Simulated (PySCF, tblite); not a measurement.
# C₄H₇F₂O₂Si radical: geometry, infrared bands and EPR parameters

Wanted: the infrared bands and EPR parameters of C₄H₇F₂O₂Si radical (`C[C@@H]1O[SiH2]O[C@@H]1[C](F)F`), by calculation.

Computed with tblite 0.8.0 and PySCF 2.14.0, with density-fitted response routines of our own, on a single molecule in the gas phase. Atoms are numbered from 0 throughout.

## (1) Starting geometry

16 atoms, charge 0, multiplicity 2; geometry from: force field or distance geometry start.

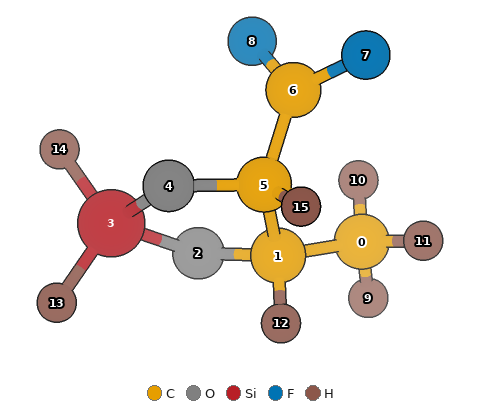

As it starts; carbon amber, oxygen grey, silicon red, fluorine blue, hydrogen brown, atoms numbered.

## (2) Geometry optimisation with GFN2-xTB

What the job is given:

```
{"job": {"kind": "relax", "xc": "GFN2-xTB", "basis": "xTB"}, "charge": 0, "multiplicity": 2}
C     -1.305600    -0.168100    -1.390600
C     -0.767700     0.374600    -0.086600
O      0.111500     1.490400    -0.329400
Si     1.162800     1.619600     0.951400
O      0.879700     0.114400     1.673400
C      0.030900    -0.651400     0.776300
C      0.854400    -1.648500     0.013300
F      0.486000    -2.945000     0.010800
F      1.906300    -1.260000    -0.737000
H     -1.916800     0.605200    -1.882300
H     -0.514200    -0.425500    -2.089700
H     -1.950200    -1.046300    -1.225800
H     -1.612100     0.748700     0.529800
H      0.742500     2.692300     1.873000
H      2.557100     1.723000     0.488500
H     -0.672100    -1.214300     1.413600
```

On the command line:

```console
$ OMP_NUM_THREADS=1 python probes_run.py task.json out
```

One launch serves the whole session: the jobs run in the order shown.

Log:

```text
step      E/eV     max force
  0    -856.71521    1.919
  1    -856.85365    1.068
  2    -856.92851    0.495
  3    -856.93852    0.351
  4    -856.94658    0.156
  5    -856.94878    0.146
  6    -856.95346    0.197
  7    -856.95627    0.165
  8    -856.96020    0.149
  9    -856.96458    0.172
 10    -856.97034    0.210
 11    -856.97624    0.219
 12    -856.98239    0.224
 13    -856.98897    0.216
 14    -856.99618    0.279
 15    -857.00301    0.284
 16    -857.00837    0.208
 17    -857.01326    0.216
 18    -857.01882    0.208
 19    -857.02428    0.306
 20    -857.02911    0.274
 21    -857.03461    0.170
 22    -857.03970    0.126
 23    -857.04189    0.137
 24    -857.04508    0.124
 25    -857.04668    0.136
 26    -857.04874    0.130
 27    -857.05081    0.115
 28    -857.05342    0.123
 29    -857.05616    0.136
 30    -857.05858    0.130
 31    -857.06017    0.082
 32    -857.06123    0.071
 33    -857.06207    0.076
 34    -857.06280    0.058
 35    -857.06336    0.059
 36    -857.06372    0.052
 37    -857.06398    0.045
 38    -857.06426    0.046
 39    -857.06463    0.062
 40    -857.06506    0.060
 41    -857.06551    0.058
 42    -857.06592    0.057
 43    -857.06627    0.049
 44    -857.06657    0.051
 45    -857.06687    0.050
 46    -857.06716    0.040
 47    -857.06743    0.031
 48    -857.06757    0.034
 49    -857.06769    0.033
 50    -857.06778    0.024
 51    -857.06787    0.022
 52    -857.06794    0.020
 53    -857.06799    0.022
 54    -857.06803    0.015
 55    -857.06806    0.012
 56    -857.06808    0.013
 57    -857.06811    0.015
 58    -857.06813    0.014
 59    -857.06814    0.008
```

Wall time 0.44 s (1 thread of Arm Neoverse V1, shared host).

Relaxation path: (not every step is listed)

```csv
step,energy from step 0 (eV),largest force (eV/Å)
0,0.0000,1.9190
1,-0.1384,1.0683
2,-0.2133,0.4947
3,-0.2233,0.3511
4,-0.2314,0.1561
5,-0.2336,0.1456
6,-0.2382,0.1969
7,-0.2411,0.1651
8,-0.2450,0.1489
12,-0.2672,0.2239
16,-0.2932,0.2084
20,-0.3139,0.2745
24,-0.3299,0.1235
28,-0.3382,0.1233
32,-0.3460,0.0712
36,-0.3485,0.0522
40,-0.3499,0.0597
44,-0.3514,0.0511
48,-0.3524,0.0337
52,-0.3527,0.0197
54,-0.3528,0.0152
55,-0.3528,0.0119
56,-0.3529,0.0131
57,-0.3529,0.0147
58,-0.3529,0.0137
59,-0.3529,0.0079
```

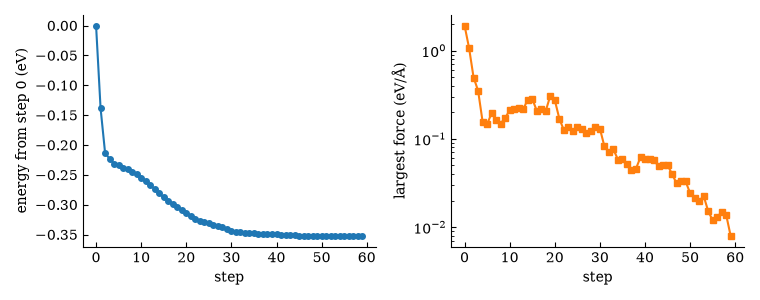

Energy and force, step by step.

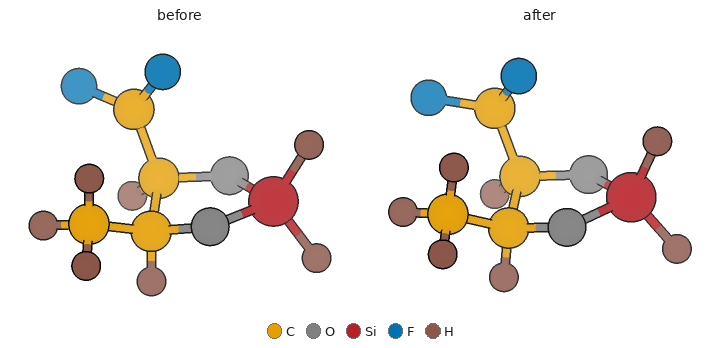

The geometry before (left) and after (right).

Close pairs (by a distance rule), those that changed most:

```csv
bond,before (Å),after (Å),change (Å)
O4–C5,1.453,1.390,-0.063
C1–O2,1.441,1.393,-0.048
Si3–O4,1.693,1.649,-0.045
C1–C5,1.560,1.585,+0.025
Si3–H13,1.475,1.451,-0.024
Si3–H14,1.473,1.449,-0.023
O2–Si3,1.662,1.640,-0.022
C5–C6,1.502,1.483,-0.019
```

The end geometry stands in the next job.

## (3) Infrared spectrum with GFN2-xTB

What the job is given:

```
{"job": {"kind": "ir", "xc": "GFN2-xTB", "basis": "xTB"}, "charge": 0, "multiplicity": 2}
C     -1.196034    -0.229885    -1.385374
C     -0.782483     0.358852    -0.049122
O      0.020738     1.482842    -0.226069
Si     1.174912     1.627600     0.929775
O      0.861983     0.183875     1.661879
C      0.031821    -0.623018     0.891783
C      0.837153    -1.623341     0.150943
F      0.196832    -2.680593    -0.372951
F      1.761934    -1.190979    -0.715313
H     -1.806300     0.495319    -1.917514
H     -0.323128    -0.448454    -1.994970
H     -1.772420    -1.139149    -1.235450
H     -1.673970     0.651842     0.523107
H      0.856697     2.642488     1.917468
H      2.461990     1.671287     0.264586
H     -0.657323    -1.169741     1.545810
```

Log:

```text
mode    cm-1     km/mol
  1      61.6      0.46
  2      81.4      0.03
  3     118.2      8.27
  4     147.8      1.16
  5     226.6      2.64
  6     230.7      1.56
  7     300.0      1.06
  8     361.3      8.87
  9     414.3      3.74
 10     470.7     13.68
 11     479.9      2.84
 12     491.8     12.15
 13     561.4     14.13
 14     619.7    126.38
 15     673.2     67.13
 16     717.1      3.97
 17     778.7     72.41
 18     807.5    216.32
 19     821.2    168.75
 20     830.7     91.63
 21     882.1      9.89
 22     966.4     70.34
 23    1053.3      9.32
 24    1096.5     84.92
 25    1106.1     58.32
 26    1137.1     37.21
 27    1148.6    352.53
 28    1212.9     43.70
 29    1233.3    117.22
 30    1273.5     39.93
 31    1304.3      5.09
 32    1325.3     24.23
 33    1399.7     14.82
 34    1470.0      4.84
 35    1497.6      5.58
 36    2362.3    358.82
 37    2393.6    119.37
 38    2869.2     54.70
 39    2925.7     27.73
 40    3043.3     13.23
 41    3045.3     12.17
 42    3052.7     10.52
```

It took 0.61 s on 1 thread of Arm Neoverse V1, shared host.

Which atoms move in the most intense modes:

```csv
cm⁻¹,km/mol,atoms
620,126.4,"H14 38 %, H13 37 %, Si3 15 %"
808,216.3,"H13 39 %, H14 34 %"
821,168.8,"C5 38 %, O2 15 %, O4 11 %, Si3 10 %"
831,91.6,"O2 29 %, Si3 19 %, O4 13 %"
1149,352.5,"C6 54 %, F7 19 %"
1233,117.2,"C6 33 %, H12 29 %, H15 12 %"
2362,358.8,"H13 76 %, H14 20 %"
2394,119.4,"H14 77 %, H13 21 %"
```

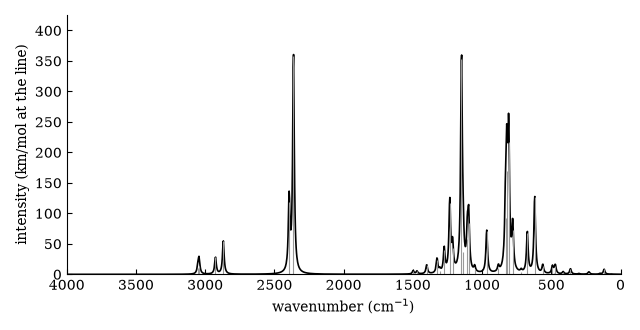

The infrared spectrum from these modes, unscaled. Lines are broadened to a width of 14 cm⁻¹ (Lorentzian).

## (4) g tensor and hyperfine couplings: B3LYP/pcH-1

Same as in step 3 but for these lines:

```diff
@@ -1,2 +1,2 @@
-{"job": {"kind": "ir", "xc": "GFN2-xTB", "basis": "xTB"}, "charge": 0, "multiplicity": 2}
+{"job": {"kind": "epr", "basis": "pcH-1"}, "charge": 0, "multiplicity": 2}
 C     -1.196034    -0.229885    -1.385374
```

Level: UKS B3LYP, pcH-1 on C F H O Si, non-relativistic, mean-field spin-orbit, GIAO.

Log:

```text
UKS, coarse grid
  cycle   1  E = -796.05225116  |g| = 8.56e-01
  cycle   2  E = -795.60611659  |g| = 1.42e+00
  cycle   3  E = -796.29095655  |g| = 9.97e-02
  cycle   4  E = -796.29386128  |g| = 5.88e-02
  cycle   5  E = -796.29518121  |g| = 1.64e-02
  cycle   6  E = -796.29526074  |g| = 6.04e-03
  cycle   7  E = -796.29527497  |g| = 1.38e-03
  cycle   8  E = -796.29527718  |g| = 6.21e-04
UKS, final grid
  cycle   1  E = -796.29517044  |g| = 8.92e-04
  cycle   2  E = -796.29517005  |g| = 1.44e-03
  cycle   3  E = -796.29517070  |g| = 1.06e-04
  cycle   4  E = -796.29517071  |g| = 2.40e-05
E = -796.29517071 Eh   <S^2> = 0.7525 (exact 0.7500)
g shifts (ppm)      1          2          3
  rmc          -248       -248       -248
  gc             11          6         -4
  oz_so        -200       2463       2645
  total        -438       2220       2393
hyperfine (MHz)  atom isotope    a_iso     a_fc   dipolar eigenvalues
    0   13C      -1.77      -1.77     -0.73     -0.39      1.12
    1   13C      42.44      42.44     -6.38     -5.64     12.02
    2   17O      -0.11      -0.11     -3.62      1.70      1.92
    3  29Si       0.56       0.56     -0.53     -0.00      0.53
    4   17O      -7.07      -7.07     -2.70      1.19      1.51
    5   13C      -2.08      -2.08     -6.18     -4.91     11.09
    6   13C     359.34     359.26    -81.16    -80.98    162.14
    7   19F     209.84     208.83   -225.79   -198.40    424.19
    8   19F     235.64     234.61   -223.99   -198.45    422.44
    9    1H       0.57       0.57     -1.24     -0.95      2.19
   10    1H       0.45       0.46     -2.93     -2.63      5.56
   11    1H      -0.00      -0.00     -2.57     -1.78      4.35
   12    1H      15.27      15.27     -3.52     -1.08      4.60
   13    1H       0.57       0.57     -0.80     -0.68      1.48
   14    1H      -0.25      -0.25     -1.44     -1.28      2.72
   15    1H       9.30       9.30     -7.02     -5.10     12.12
```

Wall time 2.4 min (1 thread of Arm Neoverse V1, shared host); peak memory 1.1 GiB.

Principal g values 2.00188, 2.00454, 2.00471; g(iso) = 2.00371, against 2.00232 for a free electron.

Hyperfine couplings; where a row names several nuclei, a(iso) is their mean (it holds for fast rotation or exchange) and the dipolar term the largest among them:

```csv
nuclei,isotope,a(iso) (MHz),"a(iso) (G, at g = 2.0023)",largest dipolar term (MHz)
C6,13C,359.3,128.2,162.1
"F7, F8",19F,222.7,79.5,424.2
C1,13C,42.4,15.1,12.0
H12,1H,15.3,5.5,4.6
H15,1H,9.3,3.3,12.1
O4,17O,-7.1,-2.5,-2.7
C5,13C,-2.1,-0.7,11.1
C0,13C,-1.8,-0.6,1.1
H13,1H,0.6,0.2,1.5
Si3,29Si,0.6,0.2,0.5
"H9, H10, H11",1H,0.3,0.1,5.6
H14,1H,-0.3,-0.1,2.7
O2,17O,-0.1,0.0,-3.6
```

Mulliken spin populations:

C0 0.00; C1 0.05; O2 0.01; Si3 0.00; O4 0.00; C5 -0.03; C6 0.85; F7 0.06; F8 0.06; H9 0.00; H10 0.00; H11 0.00; H12 0.01; H13 0.00; H14 0.00; H15 0.00

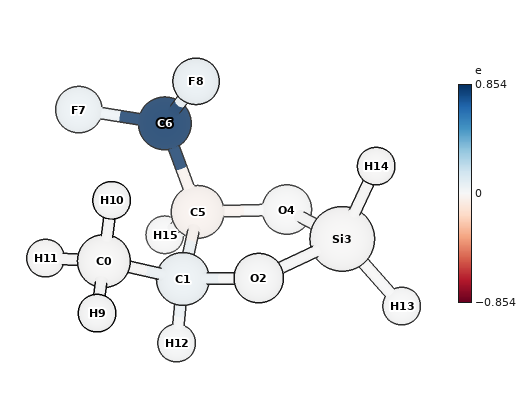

Mulliken spin populations, as colours on the atoms.

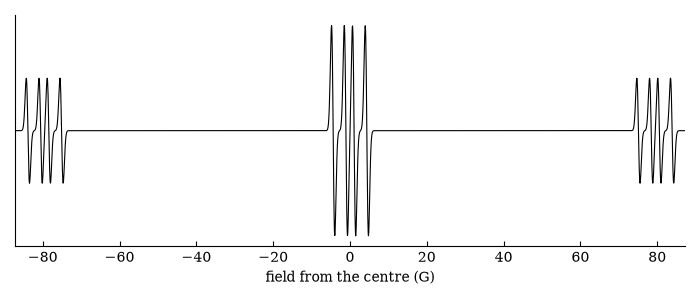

First-order isotropic spectrum (first derivative, main isotopes with spin only, couplings over 0.8 MHz, Gaussian width 0.4 G; couplings of the frozen geometry, rotation of groups not averaged beyond the rows shown).

Orbitals, density, ELF and potential are computed afterwards from the orbital file.

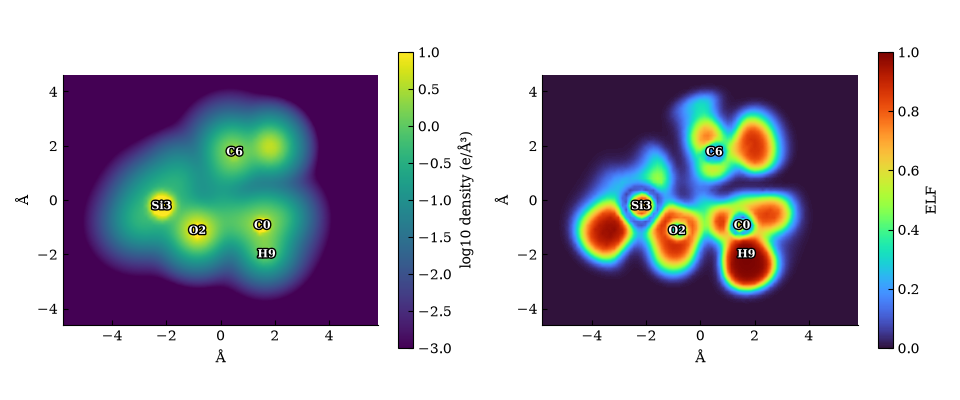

Density (left) and ELF (right) in a plane through or near 5 of the atoms.

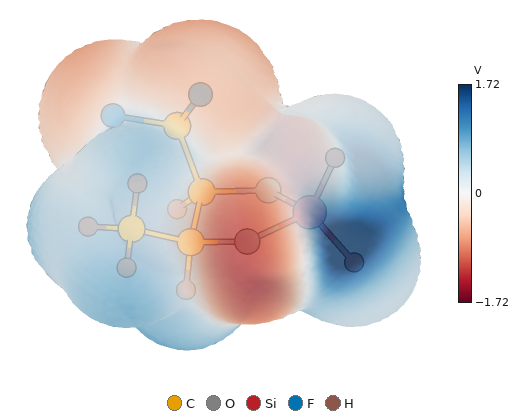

Electrostatic potential on the surface of density 0.002 e/bohr³; red is low, blue high. It runs from -1.11 V near O4 to 1.72 V near Si3.

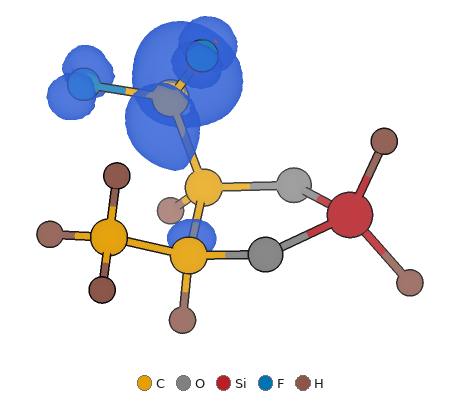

Spin density at ±0.05 e/Å³ (alpha excess blue, beta excess red).

## (5) Summary of results

| quantity | value |
| --- | --- |
| strongest single infrared mode (GFN2-xTB) | 2362 cm⁻¹, 359 km/mol |
| zero-point energy (GFN2-xTB) | 67.2 kcal/mol |
| g(iso) (B3LYP) | 2.00371 |
| ⟨S²⟩ | 0.753 (exact 0.75) |
| largest a(iso) (averaged by class) | 13C on C6, 359.3 MHz |
| potential on the surface of density 0.002 e/bohr³, 1st and 99th percentile | -1.11 V and 1.72 V |

The optimisation took 59 steps and gained 0.353 eV; among the close pairs (by a distance rule), O4–C5 changed most, from 1.453 to 1.390 Å. All 42 modes are real, so the xTB geometry is a minimum. The strongest single mode, at 2362 cm⁻¹, moves mainly H13. GFN2-xTB is a fitted tight-binding method: band positions and strengths are rough. Its intensities can rank the bands wrongly. C6 carries the largest spin population, 0.85 e. The isotropic g lies 1.4 ppt above the free-electron value. These values are for one conformer; the search (at its own cheap level) found 2 more, at 0.18, 1.36 kcal/mol, and measured spectra average over such forms.
